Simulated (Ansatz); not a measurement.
# BH2SF (SMILES FBS) at 6 levels

Aim: a comparison of 6 runs (B2PLYP/STO-3G, BHLYP/STO-3G, HSE06/STO-3G, RPA@PBE/STO-3G, UMP2/STO-3G, FCI/STO-3G) of BH2SF. 

The results are computed with Ansatz 0.2.0.

65 further runs of the same task are left out: 65 set aside as unsound or not needed.

## Step 1: Starting point

BH2SF: 5 atoms, total charge 0, spin state singlet. SMILES: `FBS`. The H5–S3 distance was set to 1.677 Å, away from the relaxed value.

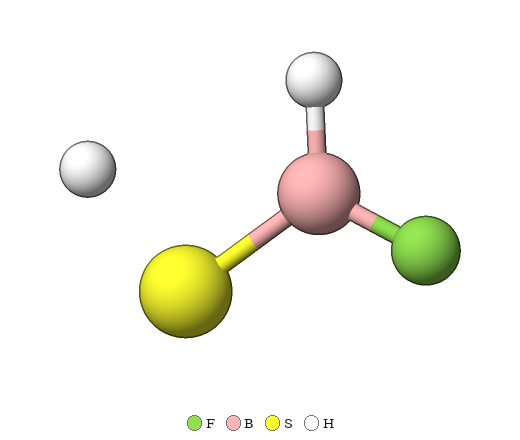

The structure, seen from a chosen angle (fluorine green, boron pink, sulfur yellow, hydrogen white).

## Step 2: The energy at B2PLYP/STO-3G (run 1)

Input file job.yaml:

```yaml
crystal:
  periodic: [false, false, false]
  atoms:
    - {symbol: F, position_ang: [-1.206341, -0.982167, -1.383916]}
    - {symbol: B, position_ang: [-0.500041, -0.415367, -0.420816]}
    - {symbol: S, position_ang: [0.885159, 0.622333, -0.894116]}
    - {symbol: H, position_ang: [-0.799241, -0.607167, 0.718984]}
    - {symbol: H, position_ang: [1.321400, 1.003700, 0.679600]}
basis:
  gaussian:
    orbitals: STO-3G
hamiltonian:
  xc: {name: B2PLYP}
accuracy: high
correlation:
  frozen_orbitals: {B: 1, F: 1, H: 0, S: 5}
```

On the command line:

```sh
$ ansatz run job.yaml --threads 1 --pin off --max-ram 2610MiB --events-out events.jsonl --progress --plain --runs-dir runs
```

The program printed:

```text
Warning: RAYON_NUM_THREADS=1 ignored (pool sized by the plan → 1); use --threads N
Functional definition: B2PLYP
  name "B2PLYP"
  parameter a = 0.53
  parameter c = 0.27
  exchange = (1 - a)*b88_x + a*exact_x
  correlation = (1 - c)*lyp_c + c*(mp2_os + mp2_ss)
371 factors; integrals over basis functions are off by at most 3.4e-8 eV
mean field evaluation 1: about -14083.4176 eV, gradient 1.7e1 eV
mean field evaluation 2: about -14083.4122 eV, gradient 1.7e1 eV
mean field evaluation 4: about -14084.4909 eV, gradient 5.8e-1 eV
mean field evaluation 8: about -14084.4921 eV, gradient 6.6e-3 eV
mean field evaluation 16: about -14084.4921 eV, gradient 8.2e-8 eV
mean field -14084.49213240 eV, -517.5955390540 hartree, gradient 7.8e-8 eV, S^2 0.000000; 0 other end points of the search recorded, 0 dependent functions left out
7 core orbitals not correlated: weight in the atoms' cores, before any rotation towards them, 1.000 or more for the frozen orbitals, at most 0.000 for the correlated occupied ones
reference -14084.49214822 eV, -517.5955396353 hartree; 9, 9 occupied and 5, 5 virtual orbitals, 371 factors
second order -3.83419895 eV of doubles, -0.00000000 eV of singles
Total energy: -14085.52738193 eV, -517.6335837727 hartree
```

It took 1.5 s on 1 thread of Arm Neoverse V1, shared host; peak memory 0.1 GiB.

## Step 3: The energy at BHLYP/STO-3G (run 2)

Input file in.yaml:

```yaml
crystal:
  periodic: [false, false, false]
  atoms:
    - {symbol: F, position_ang: [-1.206341, -0.982167, -1.383916]}
    - {symbol: B, position_ang: [-0.500041, -0.415367, -0.420816]}
    - {symbol: S, position_ang: [0.885159, 0.622333, -0.894116]}
    - {symbol: H, position_ang: [-0.799241, -0.607167, 0.718984]}
    - {symbol: H, position_ang: [1.321400, 1.003700, 0.679600]}
basis:
  gaussian:
    orbitals: STO-3G
hamiltonian:
  xc: {name: BHLYP}
accuracy: high
```

On the command line:

```sh
$ ansatz run in.yaml --threads 1 --pin off --max-ram 2610MiB --events-out events.jsonl --progress --plain --runs-dir runs
```

The program printed:

```text
Warning: RAYON_NUM_THREADS=1 ignored (pool sized by the plan → 1); use --threads N
Functional definition: BHLYP
  name "BHLYP"
  parameter a = 0.5
[... 1 set-up line as earlier in the session ...]
  correlation = lyp_c
371 factors; integrals over basis functions are off by at most 3.4e-8 eV
mean field evaluation 1: about -14092.2397 eV, gradient 1.6e1 eV
mean field evaluation 2: about -14092.6898 eV, gradient 1.4e1 eV
mean field evaluation 4: about -14093.2577 eV, gradient 1.3e-1 eV
mean field evaluation 8: about -14093.2520 eV, gradient 2.9e-3 eV
mean field evaluation 16: about -14093.2520 eV, gradient 1.0e-8 eV
mean field -14093.25200070 eV, -517.9174582763 hartree, gradient 1.4e-8 eV, S^2 0.000000; 0 other end points of the search recorded, 0 dependent functions left out
reference -14093.25201757 eV, -517.9174588964 hartree; 16, 16 occupied and 5, 5 virtual orbitals, 371 factors
Total energy: -14093.25201757 eV, -517.9174588964 hartree
```

Run time: 1.1 s. Hardware: 1 thread of Arm Neoverse V1, shared host; peak memory 0.096 GiB.

Runs 3 to 5 aren't shown in full; the table further down has their settings and results.

## Step 4: A single-point energy at FCI/STO-3G (run 6)

Changes to job.yaml since step 2:

```diff
@@ -11,6 +11,5 @@
     orbitals: STO-3G
-hamiltonian:
-  xc: {name: B2PLYP}
 accuracy: high
 correlation:
+  method: fci
   frozen_orbitals: {B: 1, F: 1, H: 0, S: 5}
```

On the command line:

```sh
$ ansatz run job.yaml --threads 1 --pin off --max-ram 2610MiB --events-out events.jsonl --progress --plain --runs-dir runs
```

The program printed:

```text
Warning: RAYON_NUM_THREADS=1 ignored (pool sized by the plan → 1); use --threads N
Functional definition: HF
  name "HF"
  exchange = exact_x
  correlation = 0
371 factors; integrals over basis functions are off by at most 3.4e-8 eV
mean field evaluation 1: about -14059.9184 eV, gradient 2.2e1 eV
mean field evaluation 2: about -14059.9641 eV, gradient 2.3e1 eV
mean field evaluation 4: about -14062.0086 eV, gradient 1.2e0 eV
mean field evaluation 8: about -14062.0149 eV, gradient 3.0e-5 eV
mean field -14062.01494070 eV, -516.7695174946 hartree, gradient 1.4e-8 eV, S^2 0.000000; 0 other end points of the search recorded, 0 dependent functions left out
7 core orbitals not correlated: weight in the atoms' cores, before any rotation towards them, 1.000 or more for the frozen orbitals, at most 0.000 for the correlated occupied ones
reference -14062.01494070 eV, -516.7695174946 hartree; 9, 9 occupied and 5, 5 virtual orbitals, 371 factors
state -14065.69717195 eV, -516.9048369970 hartree
Total energy: -14065.69717195 eV, -516.9048369970 hartree
```

Run time: 21 s. Hardware: 1 thread of Arm Neoverse V1, shared host; peak memory 0.36 GiB.

## Step 5: All runs side by side

```
run           level  frozen core orbitals  energy (Eh)  wall time
  1   B2PLYP/STO-3G                     7  -517.633584      1.5 s
  2    BHLYP/STO-3G                     –  -517.917459      1.1 s
  3    HSE06/STO-3G                     –  -517.698829      1.4 s
  4  RPA@PBE/STO-3G                     7  -516.968111      1.7 s
  5     UMP2/STO-3G                     7  -516.868369     0.18 s
  6      FCI/STO-3G                     7  -516.904837       21 s
```

## Step 6: Outcome

| quantity | value |
| --- | --- |
| run 6: total energy | -516.90484 Eh |
| run 6: correlation energy (7 core orbitals frozen) | -135.3 mEh |

**Reading.** Against full CI in this basis: UMP2 +36.5 mEh. Totals of different functionals can't be ranked against each other. In runs 1, 2, 3, 4, 5, 6 the basis is minimal, so the values are rough. All runs together took 27 s, the longest 21 s.
